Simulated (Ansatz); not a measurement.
# One shape, several levels: SnH3Cl (SnClH3)

Aim: a comparison of 6 runs (UHF/STO-3G, B2PLYP/STO-3G, PBE/STO-3G, UMP2/STO-3G, CCSDTQ/STO-3G, CCSD(T)/STO-3G) of SnH3Cl (SnClH3). 

The calculation is run with Ansatz 0.2.0.

58 further runs of the same task are left out: 6 that didn't finish, 52 set aside as unsound or not needed.

### Step 1. Starting point

SnH3Cl: 5 atoms, total charge 0, spin state singlet. SMILES: `[H][Sn]([H])([H])[Cl]`. The H5–Sn1 distance was set to 2.511 Å, away from the relaxed value. At this shape a bond of the SMILES string is far longer than usual.

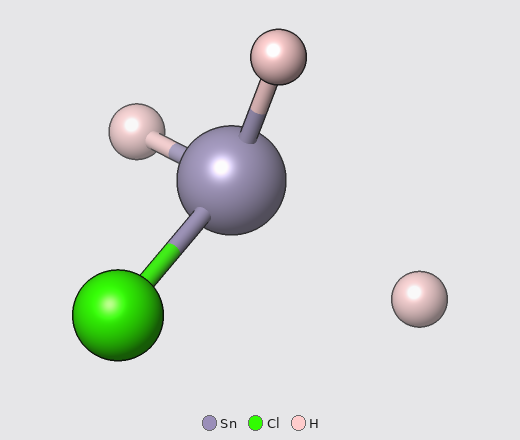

Viewed from a chosen angle; tin purple, chlorine green, hydrogen pink.

### Step 2. A single-point energy at UHF/STO-3G (run 1)

Contents of in.yaml:

```yaml
crystal:
  periodic: [false, false, false]
  atoms:
    - {symbol: Sn, position_ang: [0.397597, 0.687835, 0.122826]}
    - {symbol: Cl, position_ang: [0.409177, 0.667685, 2.403406]}
    - {symbol: H, position_ang: [1.984257, 0.697915, -0.409694]}
    - {symbol: H, position_ang: [-0.405413, 2.067435, -0.381684]}
    - {symbol: H, position_ang: [-0.795190, -1.373000, -0.673310]}
basis:
  gaussian: {orbitals: STO-3G}
magnetization: {spin_polarized: true, initial_magnetization: 0}
hamiltonian: {xc: hf}
accuracy: high
```

Command:

```console
$ ansatz run in.yaml --threads 1 --pin off --max-ram 2610MiB --events-out events.jsonl --progress --plain --runs-dir runs
```

The log of the run:

```text
Warning: RAYON_NUM_THREADS=1 ignored (pool sized by the plan → 1); use --threads N
Functional definition: HF
  name "HF"
  exchange = exact_x
  correlation = 0
711 factors; integrals over basis functions are off by at most 4.9e-9 eV
mean field evaluation 1: about -174683.9806 eV, gradient 8.6e0 eV
mean field evaluation 2: about -174683.9783 eV, gradient 8.6e0 eV
mean field evaluation 4: about -174685.1130 eV, gradient 4.3e-1 eV
mean field evaluation 8: about -174685.1159 eV, gradient 6.4e-6 eV
mean field evaluation 16: about -174685.1159 eV, gradient 5.7e-6 eV
mean field evaluation 32: about -174685.6518 eV, gradient 1.3e-5 eV
mean field -174685.65182562 eV, -6419.5792984041 hartree, gradient 1.3e-8 eV, S^2 0.572001; 3 other end points of the search recorded, 0 dependent functions left out
reference -174685.65182562 eV, -6419.5792984041 hartree; 35, 35 occupied and 4, 4 virtual orbitals, 711 factors
Total energy: -174685.65182562 eV, -6419.5792984041 hartree
```

Run time: 1.6 s. Hardware: 1 thread of Arm Neoverse V1, shared host; peak memory 0.13 GiB.

### Step 3. A single-point energy at B2PLYP/STO-3G (run 2)

Contents of job.yaml:

```yaml
crystal:
  periodic: [false, false, false]
  atoms:
    - {symbol: Sn, position_ang: [0.397597, 0.687835, 0.122826]}
    - {symbol: Cl, position_ang: [0.409177, 0.667685, 2.403406]}
    - {symbol: H, position_ang: [1.984257, 0.697915, -0.409694]}
    - {symbol: H, position_ang: [-0.405413, 2.067435, -0.381684]}
    - {symbol: H, position_ang: [-0.795190, -1.373000, -0.673310]}
basis:
  gaussian:
    orbitals: STO-3G
hamiltonian:
  xc: {name: B2PLYP}
correlation:
  frozen_orbitals: {Cl: 5, H: 0, Sn: 18}
accuracy: high
```

Command:

```console
$ ansatz run job.yaml --threads 1 --pin off --max-ram 2610MiB --events-out events.jsonl --progress --plain --runs-dir runs
```

The log of the run, shortened:

```text
Warning: RAYON_NUM_THREADS=1 ignored (pool sized by the plan → 1); use --threads N
Functional definition: B2PLYP
  name "B2PLYP"
[...]
711 factors; integrals over basis functions are off by at most 4.9e-9 eV
[...]
mean field -174740.47771186 eV, -6421.5941125609 hartree, gradient 1.9e-8 eV, S^2 0.000000; 0 other end points of the search recorded, 0 dependent functions left out; unrestricted orbitals would lower it
23 core orbitals not correlated: weight in the atoms' cores, before any rotation towards them, 1.000 or more for the frozen orbitals, at most 0.000 for the correlated occupied ones
reference -174740.47773069 eV, -6421.5941132530 hartree; 12, 12 occupied and 4, 4 virtual orbitals, 711 factors
second order -2.17542981 eV of doubles, -0.00000000 eV of singles
Total energy: -174741.06509674 eV, -6421.6156985571 hartree
```

Run time: 3.6 s. Hardware: 1 thread of Arm Neoverse V1, shared host; peak memory 0.14 GiB.

Runs 3 to 5 aren't shown in full; the table further down has their settings and results.

### Step 4. A single-point energy at CCSD(T)/STO-3G (run 6)

Contents of job.yaml:

```yaml
crystal:
  periodic: [false, false, false]
  atoms:
    - symbol: Sn
      position_ang: [0.397597, 0.687835, 0.122826]
    - symbol: Cl
      position_ang: [0.409177, 0.667685, 2.403406]
    - symbol: H
      position_ang: [1.984257, 0.697915, -0.409694]
    - symbol: H
      position_ang: [-0.405413, 2.067435, -0.381684]
    - symbol: H
      position_ang: [-0.795190, -1.373000, -0.673310]
basis:
  gaussian: {orbitals: STO-3G}
correlation: {method: ccsd_t, frozen_orbitals: {Cl: 5, H: 0, Sn: 18}}
accuracy: high
scf: {omitted_lower_state_checks: [cluster_reference, increment]}
```

Command:

```console
$ ansatz run job.yaml --threads 1 --pin off --max-ram 2610MiB --events-out events.jsonl --progress --plain --runs-dir runs
```

The log of the run:

```text
Warning: RAYON_NUM_THREADS=1 ignored (pool sized by the plan → 1); use --threads N
[... 11 lines left out ...]
23 core orbitals not correlated: weight in the atoms' cores, before any rotation towards them, 1.000 or more for the frozen orbitals, at most 0.000 for the correlated occupied ones
[... 26 lines left out ...]
Total energy: -174687.76672275 eV, -6419.6570194399 hartree
Checks for a lower state left out: cluster_reference, increment
```

It took 0.78 s on 1 thread of Arm Neoverse V1, shared host; peak memory 0.098 GiB.

### Step 5. Overview of the runs

```
run           level  frozen core orbitals   energy (Eh)  wall time
  1      UHF/STO-3G                     –  -6419.579298      1.6 s
  2   B2PLYP/STO-3G                    23  -6421.615699      3.6 s
  3      PBE/STO-3G                     –  -6421.447408      2.2 s
  4     UMP2/STO-3G                    23  -6419.612641      1.8 s
  5   CCSDTQ/STO-3G                    23  -6419.657544       19 s
  6  CCSD(T)/STO-3G                    23  -6419.657019     0.78 s
```

### Step 6. Outcome

```
                                           quantity           value
                                run 6: total energy  -6419.65702 Eh
run 6: correlation energy (23 core orbitals frozen)       -97.4 mEh
                              run 6: (T) correction       -1.23 mEh
                               run 6: T1 diagnostic           0.006
```

What this shows: Below the UHF energy at the same shape and in the same basis (STO-3G): UMP2 -33.3 mEh; CCSDTQ -78.2 mEh; CCSD(T) -77.7 mEh. Some of these start from another determinant than that one, so these aren't their correlation energies. Totals of different functionals can't be ranked against each other. In runs 2, 5, 6 the log says that unrestricted orbitals would lower the reference, so the values rest on an unstable closed-shell determinant (other closed-shell runs at this shape may share the fault). In runs 1, 2, 3, 4, 5, 6 the basis is minimal, so the values are rough. In runs 1, 2, 3, 4, 5, 6 relativity is left out where basis or elements ask for it. Spin contamination of the reference: run 1 ⟨S²⟩ = 0.57, run 4 ⟨S²⟩ = 0.57. All runs together took 29 s, the longest 19 s.
